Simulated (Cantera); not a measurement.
Feed: 1 mol (CH3)2SiCl2, 0.32 mol C2H2, 8.6 mol H2, at 1000 K.

These are equilibrium values from Cantera (NASA tables, ideal gas, pure condensed phases), not measurements of a reactor. Candidate condensed phases: C, C6H6, C7H8, C8H18, Si, SiC; 109 gas species. The feed counts by its element totals alone. The tables' values for SiCl3 are old estimates; treat these amounts as uncertain. Kinetics and transport are ignored.

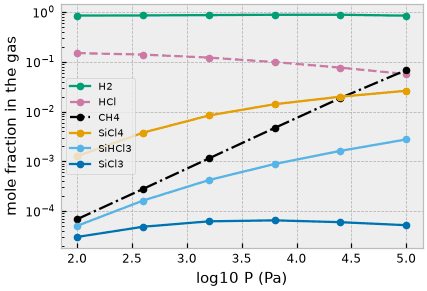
Fig. 1. Equilibrium gas composition (values under 1e-9 drawn at 1e-9)

From 0.750 Torr to 750 Torr the condensed part is C(graphite) + SiC(s). The main Si-bearing gas is SiCl4 throughout. The share of Si in condensed phases is highest at 0.750 Torr (98.2 %) and lowest at 750 Torr (65.8 %).
